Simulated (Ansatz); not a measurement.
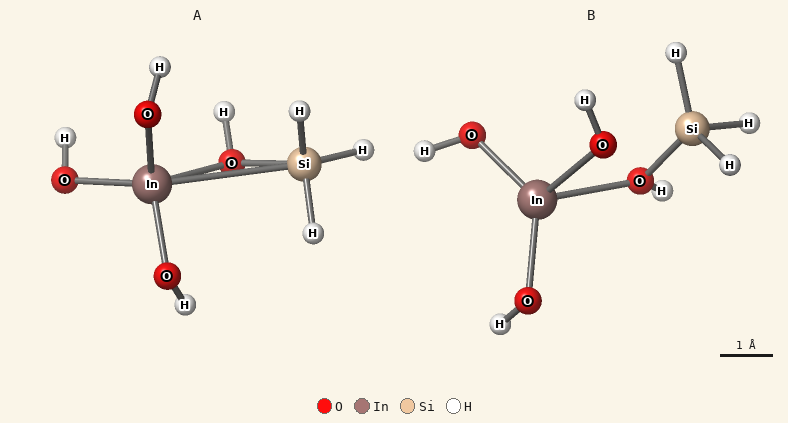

Two geometries of InSiH$_{7}$O$_{4}$ (coarse preliminary run), drawn at one scale. One is the start of a relaxation, the other its converged end. A ball-and-stick model, seen face on.

Level of theory: RKS PBE-D4/def2-SVP (Ansatz 0.2.0). (force threshold 0.03 eV/Å; at most 200 steps)

### Which one is relaxed?

Structure B is the relaxed one. The start comes from a force field. Over 24 accepted moves (25 points after the start) the energy falls by 205.9 kJ/mol. Largest force component: 3.7 eV/Å at the start, 0.027 eV/Å at the end. The line search rejected the trial step at point 22 of the run. An H atom moves most after the best rigid fit: 1.80 Å. Largest moves by element: H 1.80 Å, O 1.36 Å, Si 0.77 Å, In 0.38 Å. Among the contacts that change: O–Si 3.625 → 2.077 Å, In–Si 2.973 → 3.295 Å, In–O 2.031 → 2.217 Å, In–O 1.995 → 2.114 Å. Bond angles that change, for instance: O–In–O 110.5° → 68.4°, In–O–H 102.4° → 135.9°, O–In–O 111.6° → 131.3°. Cost: 58 s on 4 threads of Intel Xeon @ 2.70GHz, with other jobs on the host.
